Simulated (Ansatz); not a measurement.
# BaTiO3 (R3m): the dielectric response by several routes, part 2 of 2

How strongly does BaTiO3 (R3m) screen? Routes: perturbation theory, a sum over states and the RPA step of G0W0.

Ansatz 0.2.0; linear response on LDA, plane waves, PAW. Known limits of the many-body steps: not at the basis limit; no spin-orbit coupling; coarse k mesh.

So far. Step 2 (Response to a homogeneous field): One over ε∞ averages 0.17, somewhat under the quarter of exact exchange in PBE0. Step 3 (Independent-particle spectrum): The sum gives ε∞ = 6.45 and 6.02 without local fields.

## 3. Independent-particle spectrum (continued)

Level of this step: independent-particle optics on LDA, plane waves, PAW (Ansatz).

The loss function has structure finer than the step of the table below, so its rows give means over 2.5 eV, whole bins alone (the curve runs from 0 to 25 eV). Peaks (eV: height): xx=yy 14.10: 0.989; zz 14.10: 0.889.

Independent particles, no local fields, Gaussian width 0.2 eV. The loss function by photon energy; means over each step:

```csv
photon energy (eV),xx=yy,zz
2.5,0.0125,0.0121
5.0,0.138,0.123
7.5,0.145,0.144
10.0,0.229,0.224
12.5,0.577,0.576
15.0,0.412,0.386
17.5,0.202,0.199
20.0,0.373,0.368
22.5,0.654,0.654
```

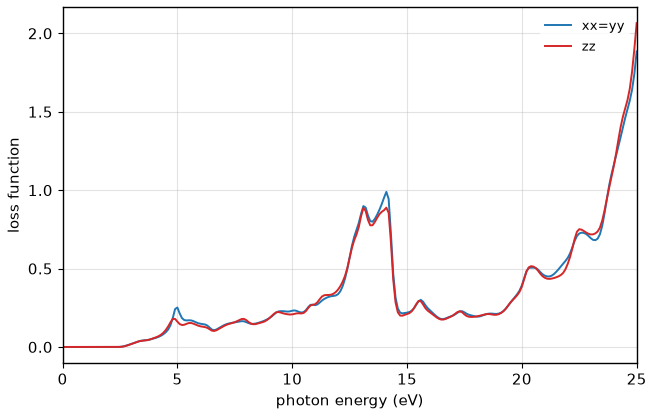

Loss function against photon energy.

Independent particles, no local fields, Gaussian width 0.2 eV. ε₁ against photon energy:

```csv
photon energy (eV),xx=yy,zz
0,6.40,5.96
1,6.60,6.13
2,7.44,6.82
3,10.6,9.34
4,8.97,8.35
5,1.36,3.03
6,3.37,3.76
7,3.45,3.59
8,2.93,2.74
9,1.09,1.24
10,0.782,1.05
11,-0.178,-0.366
12,-0.924,-0.707
13,-0.0759,-0.0471
14,0.389,0.478
15,1.79,1.87
16,1.94,2.03
17,2.50,2.48
18,2.29,2.20
19,-0.775,-0.830
20,-1.11,-1.14
21,-0.673,-0.659
22,-0.804,-0.918
23,-0.628,-0.619
24,-0.404,-0.413
25,-0.212,-0.175
```

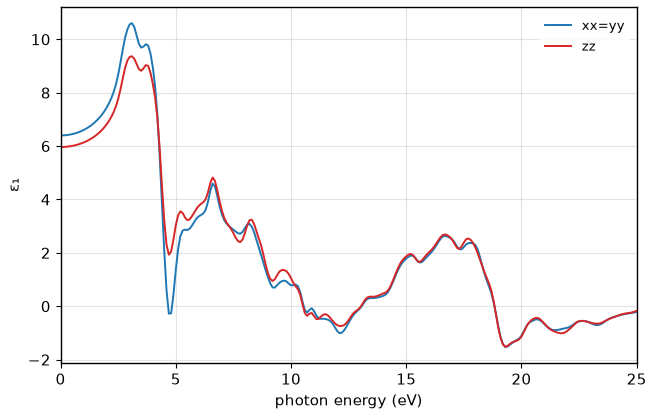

ε₁, plotted against photon energy.

## 4. RPA screening from the G0W0 run

Now the one-shot GW correction: screening in the RPA, then the self-energy of the levels asked for.

This step: G0W0 on LDA, plane waves, PAW.

input.yaml reads:

```yaml
crystal:
  lattice:
    - [2.8273666084, 1.6323808724, 2.3183934932]
    - [-2.8273666084, 1.6323808724, 2.3183934932]
    - [0.0, -3.2647617449, 2.3183934932]
  atoms:
    - { symbol: Ba, position: [0.0, 0.0, 0.0] }
    - { symbol: Ti, position: [0.4845, 0.4845, 0.4845] }
    - { symbol: O, position: [0.5086, 0.5086, 0.0175] }
    - { symbol: O, position: [0.0175, 0.5086, 0.5086] }
    - { symbol: O, position: [0.5086, 0.0175, 0.5086] }
kpoints:
  mp_grid: { grid: [4, 4, 4] }
hamiltonian:
  xc: lda
  pseudopotentials: { kind: paw, azcp: { folder: "./paw" } }
scf:
  occupations: { method: fixed }
gw:
  n_empty_bands: 508
  ecut_chi: 230.0
  qp_bands: [v2, c2]
  qp_kpoints: band_edges
  screening: { model: contour_deformation }
```

Launch:

```console
> ansatz run input.yaml --threads 3 --pin off --max-ram 92160MiB --backend cuda --events-out ev --progress --plain --runs-dir out --devices 1 --max-vram 13GiB
```

Numbers of over 12 decimals in the logs are rounded to 6 here.

Output:

```text
[...]
GPUs: using 1 of 1 available (devices: 1).
[...]
GPU FFT provider: cuFFT
GPU libraries: cuBLAS 13.8.2, cuFFT 12.4.0, cuSOLVER 12.3.4
Crystal: 5 atoms, lattice volume = 64.201 Å³
Basis set: ecut = 420 eV, 1237 PW (Γ)
Bands: 25, of which v1, the nominal top of the filled ones, is band 20 counted from 1 (19 counted from 0)
Symmetry: 6 space group operations
[...]
1    22     12.8858   -13.9882    -6.6453   -21.9528  0.7220    14.2429    14.2052  root
[...]
12    19      9.8031   -25.7385     4.3893   -20.8824  0.7186     9.3323     9.3364  root
    12    20      9.8180   -25.7631     4.3998   -20.8952  0.7186     9.3457     9.3498  root
    12    21     14.1730   -14.6101    -7.7928   -23.7242  0.6833    15.5546    15.4942  root
    12    22     14.3218   -14.7070    -7.8861   -23.9194  0.6800    15.7108    15.6481  root
[key lines of the parts left out:]
SCF converged after 8 iterations
Free energy (F): -9904.583849 eV
Fermi energy:    9.818031 eV
```

It took 32 s on 1 × NVIDIA H100 80GB HBM3 (shared by 6 runs) with 3 threads of AMD EPYC 7R13 (Zen 3), shared host; peak memory 1.7 GiB; 21 s of CPU time.

Numbers from this step:

```yaml
bands_summed: 528
rpa_eps_infinity_on_this_mesh_eigenvalues: 5.378, 5.846, 5.846
plane_waves_in_the_screening_matrix: 485
g0w0_gap_on_the_mesh: 4.139 eV
k_of_the_valence_top: -0.5, -0.5, -0.5
k_of_the_conduction_bottom: 0, 0, 0
starting_gap_on_the_mesh: 2.354 eV
least_direct_g0w0_gap_on_the_computed_points: 4.458 eV
```

The gap on the mesh goes from 2.35 eV to 4.14 eV, a correction of +1.78 eV. Between the two edge states, bare exchange in place of the xc potential would open the gap by 12.50 eV, and correlation takes back 10.72 eV.

Mean over the mesh in bins of 0.25 1/Å. Table of static inverse dielectric function, diagonal by length of q+G:

```csv
length of q+G (Å⁻¹),"static inverse dielectric function, diagonal"
0.50,0.227
1.25,0.402
2.03,0.586
2.99,0.758
3.74,0.838
4.50,0.891
5.26,0.929
6.25,0.961
7.01,0.976
7.70,0.985
```

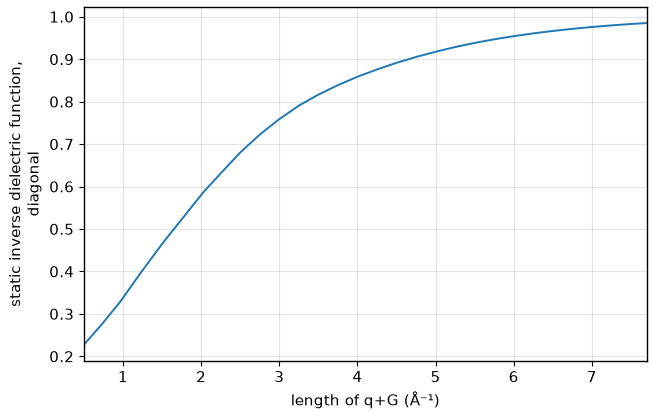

Static inverse dielectric function, diagonal, plotted against length of q+G.

## 5. The values together

Times are wall times on 1 × NVIDIA H100 80GB HBM3 (shared by 6 runs) with 3 threads of AMD EPYC 7R13 (Zen 3), shared host, good to a factor of about two.

```csv
method,mesh,"ε∞, low",middle,high,mean,time
perturbation theory (local fields and xc kernel),6×6×6 (response on 216 points),5.56,6.06,6.06,5.89,54 s
sum over states (no local fields),6×6×6,6.02,6.45,6.45,6.31,64 s
"RPA with local fields, on the GW mesh",4×4×4,5.38,5.85,5.85,5.69,32 s
```

## 6. What came out

```yaml
perturbation_theory_local_fields_and_xc_kernel: 5.56, 6.06, 6.06
sum_over_states_no_local_fields: 6.02, 6.45, 6.45
rpa_with_local_fields_on_the_gw_mesh: 5.38, 5.85, 5.85
```

What this shows: Mean Born effective charge: Ba1 2.78, Ti2 6.15, O3 -2.98 e. The most distinct maxima of the ε₂ (xx=yy) lie at 4.4, 8.7 and 18.8 eV, the highest at 4.4 eV. The loss function (xx=yy) has a distinct peak at 14.1 eV. The sum without local fields gives 6.31 in the mean against 5.89 by perturbation theory; local fields lower ε∞ and the xc kernel gives part of it back, though the sum also carries the error of its own mesh. The RPA values on the 4×4×4 mesh average 0.97 times those of perturbation theory (means 5.69 and 5.89). Without the xc kernel RPA should lie a little lower, as the mean does. LDA usually puts the gap too low, which tends to raise ε∞. Ions are clamped, so the lattice part of the static constant is not in these numbers.

[Paths, hosts, dates, memory and timing lines, banners, echoed tables and standing remarks are left out of the program output.]

[Logs are printed without paths, hosts, clocks, repeated set-up lines and the standing remarks that a program may print on its own settings, such as how far it seeks lower states.]

[Runs of the session that timed out or met a known fault of the program may be left out.]

[Cells called generated may have been cut or substituted from an entry of the Crystallography Open Database or the Materials Project.]

[Hosts, paths, dates, database ids (printed as entryN), source tags and the programs' standing remarks are cut or masked in the printed files.]
